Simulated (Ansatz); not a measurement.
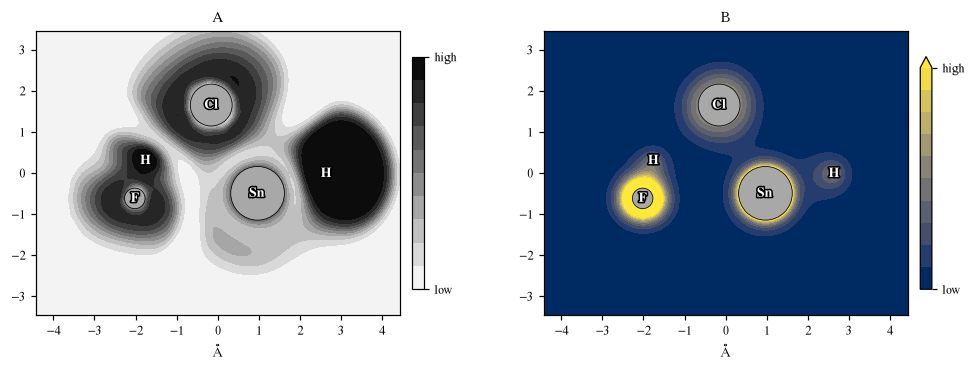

ClH3Sn···HF: 2 fields on the plane of atoms H5, Sn1 and Cl7, with unlabelled colour scales. Grey discs cover the atomic cores.

Core potentials replace the inner electrons of Sn.

All numbers below come from RKS PBE-D4/def2-SVP (Ansatz).

```yaml
atoms:
  - { symbol: Sn, position_ang: [-0.8083, 0.2324, -0.3258] }
  - { symbol: F, position_ang: [1.3802, -1.3136, 1.0052] }
  - { symbol: H, position_ang: [-0.6102, -1.2118, -1.2299] }
  - { symbol: H, position_ang: [-1.3057, 0.0630, 1.3074] }
  - { symbol: H, position_ang: [-1.7658, 1.3952, -1.1732] }
  - { symbol: H, position_ang: [1.7536, -0.4928, 0.6962] }
  - { symbol: Cl, position_ang: [1.3561, 1.3275, -0.2800] }
```

Q: The panels show electron density and electron localisation function in some order. Assign them.

A: Panel A: electron localisation function. Panel B: electron density. From the grid: Cl7···H6 (2.10 Å): the density falls to about 0.21 e/Å³ on the way; the ELF dips to about 0.15 between them: by its geometry a hydrogen bond between the two molecules, with no shared pair. Sn–Cl (2.43 Å): ρ is about 0.47 e/Å³ halfway; the ELF peaks at about 0.85 in the valence shell of Cl, 0.8 Å from its nucleus, and drops to about 0.15 between the two atoms.
